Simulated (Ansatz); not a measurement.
# HF/3-21G run of C3H8O (1-propanol)

What is the vertical ionisation energy of C3H8O (1-propanol) at HF/3-21G? 

The results are computed with Ansatz 0.2.0.

57 further runs of the same task are left out: 57 set aside as unsound or not needed.

## (1) The molecule

C3H8O: 12 atoms, total charge 0, spin state singlet. SMILES: `CCCO`. The shape is that of a PBE0-D4/def2-TZVP optimisation. This is one conformer, not always the lowest.

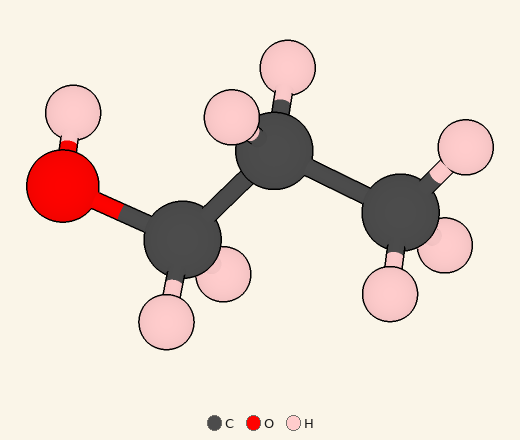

The structure, seen from a chosen angle (carbon dark grey, oxygen red, hydrogen pink).

## (2) A single-point energy at HF/3-21G

in.yaml reads:

```yaml
crystal:
  periodic: [false, false, false]
  atoms:
    - {symbol: C, position_ang: [-0.969100, 1.139200, -0.250500]}
    - {symbol: C, position_ang: [-0.161900, 0.113800, 0.526800]}
    - {symbol: C, position_ang: [0.802100, -0.651000, -0.358500]}
    - {symbol: O, position_ang: [1.602700, -1.571400, 0.351900]}
    - {symbol: H, position_ang: [-1.556100, 0.666100, -1.042600]}
    - {symbol: H, position_ang: [-1.662800, 1.676100, 0.399200]}
    - {symbol: H, position_ang: [-0.316500, 1.879500, -0.721400]}
    - {symbol: H, position_ang: [-0.839700, -0.597900, 1.015100]}
    - {symbol: H, position_ang: [0.408200, 0.599300, 1.325000]}
    - {symbol: H, position_ang: [0.247500, -1.152600, -1.166000]}
    - {symbol: H, position_ang: [1.500700, 0.042600, -0.835000]}
    - {symbol: H, position_ang: [1.022000, -2.198800, 0.790000]}
basis:
  gaussian:
    orbitals: 3-21G.json
hamiltonian:
  xc: hf
accuracy: high
output:
  orbitals: {seedname: orbitals}
```

The basis set 3-21G is read from a file made from the Basis Set Exchange's data (not shown).

Started as:

```sh
ansatz run in.yaml --threads 1 --pin off --max-ram 3480MiB --events-out events.jsonl --progress --plain --runs-dir runs
```

What it wrote:

```text
Warning: RAYON_NUM_THREADS=1 ignored (pool sized by the plan → 1); use --threads N
Functional definition: HF
  name "HF"
  exchange = exact_x
  correlation = 0
1255 factors; integrals over basis functions are off by at most 7.3e-9 eV
mean field evaluation 1: about -5223.3996 eV, gradient 2.9e1 eV
mean field evaluation 2: about -5223.8107 eV, gradient 2.9e1 eV
mean field evaluation 4: about -5225.6888 eV, gradient 2.6e0 eV
mean field evaluation 8: about -5225.7073 eV, gradient 1.2e-1 eV
mean field evaluation 16: about -5225.7073 eV, gradient 2.0e-8 eV
mean field -5225.70731619 eV, -192.0412017583 hartree, gradient 2.0e-8 eV, S^2 0.000000; 0 other end points of the search recorded, 0 dependent functions left out
reference -5225.70731619 eV, -192.0412017583 hartree; 17, 17 occupied and 35, 35 virtual orbitals, 1255 factors
Total energy: -5225.70731619 eV, -192.0412017583 hartree
```

Wall time 0.58 s (1 thread of Arm Neoverse V1, shared host); peak memory 0.11 GiB.

## (3) The doublet cation

Edit in.yaml of step 2 so:

```diff
@@ -1 +1,3 @@
+basis:
+  gaussian: {orbitals: 3-21G.json}
 crystal:
@@ -15,9 +17,6 @@
     - {symbol: H, position_ang: [1.022000, -2.198800, 0.790000]}
-basis:
-  gaussian:
-    orbitals: 3-21G.json
-hamiltonian:
-  xc: hf
 accuracy: high
-output:
-  orbitals: {seedname: orbitals}
+magnetization: {spin_polarized: true, initial_magnetization: 1}
+output: {orbitals: {seedname: orbitals}}
+total_charge: 1
+hamiltonian: {xc: hf}
```

The basis set 3-21G is read from a file made from the Basis Set Exchange's data (not shown).

Started as:

```sh
ansatz run in.yaml --threads 1 --pin off --max-ram 3480MiB --events-out events.jsonl --progress --plain --runs-dir runs
```

What it wrote:

```text
Warning: RAYON_NUM_THREADS=1 ignored (pool sized by the plan → 1); use --threads N
[... 4 set-up lines as earlier in the session ...]
1254 factors; integrals over basis functions are off by at most 7.3e-9 eV
mean field evaluation 1: about -5211.0543 eV, gradient 2.7e1 eV
mean field evaluation 2: about -5211.4184 eV, gradient 2.7e1 eV
mean field evaluation 4: about -5215.0642 eV, gradient 3.7e0 eV
mean field evaluation 8: about -5216.5084 eV, gradient 1.9e0 eV
mean field evaluation 16: about -5216.5776 eV, gradient 3.3e-2 eV
mean field evaluation 32: about -5213.7347 eV, gradient 9.4e-1 eV
mean field -5216.57760797 eV, -191.7056911697 hartree, gradient 2.2e-8 eV, S^2 0.758823; 0 other end points of the search recorded, 0 dependent functions left out
reference -5216.57760797 eV, -191.7056911697 hartree; 17, 16 occupied and 35, 36 virtual orbitals, 1254 factors
Total energy: -5216.57760797 eV, -191.7056911697 hartree
```

Run time: 1.1 s. Hardware: 1 thread of Arm Neoverse V1, shared host; peak memory 0.13 GiB.

## (4) Outcome

Level: HF/3-21G.

| quantity | value |
| --- | --- |
| singlet C3H8O: total energy | -192.04120 Eh |
| singlet C3H8O: HOMO energy | -11.47 eV |
| singlet C3H8O: LUMO energy | 7.09 eV |
| singlet C3H8O: HOMO–LUMO gap | 18.56 eV |
| doublet cation: total energy | -191.70569 Eh |
| doublet cation: HOMO energy (highest over α and β) | -18.18 eV |
| doublet cation: LUMO energy (lowest over α and β) | -6.59 eV |
| doublet cation: ⟨S²⟩ | 0.759 |
| vertical ionisation energy (to the doublet cation) | 9.130 eV |

What this shows: The vertical ionisation energy comes to 9.13 eV (211 kcal/mol). −ε(HOMO) before ionisation, 11.47 eV, is 2.34 eV above this ionisation energy.
